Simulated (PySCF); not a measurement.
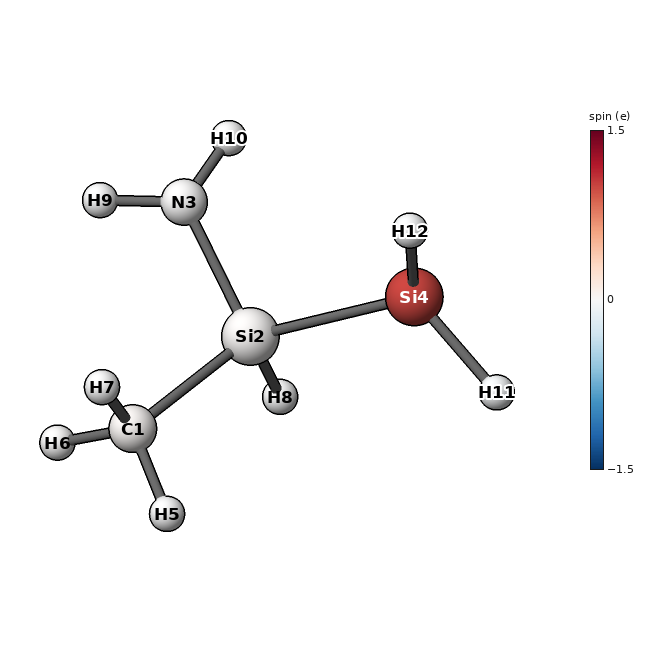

Atoms are coloured by their Mulliken spin populations. Charge 0, doublet. The computed structure is the end point of a GFN2-xTB optimisation. No frequency run is at hand to confirm it as a minimum. Method: UKS B3LYP, pcH-1 on C H N Si, non-relativistic (PySCF 2.14.0).

Question: Which atom carries the largest spin population?

Answer: Si4 (1.01 e).

Question: Which atom has the lowest spin population?

Answer: H11 (−0.03 e); a negative value comes from spin polarisation.

Give the Mulliken spin populations atom by atom.

```tsv
atom	value (e)
C1	0.03
Si2	0.02
N3	0.00
Si4	1.01
H5	0.00
H6	0.01
H7	0.00
H8	0.00
H9	0.00
H10	0.00
H11	−0.03
H12	−0.02
```

Mulliken values depend strongly on the basis set. The geometry is semi-empirical. Around Si such bond lengths and angles can be off by a tenth of an ångström or more and by several degrees, and values that hang on the shape move with them.
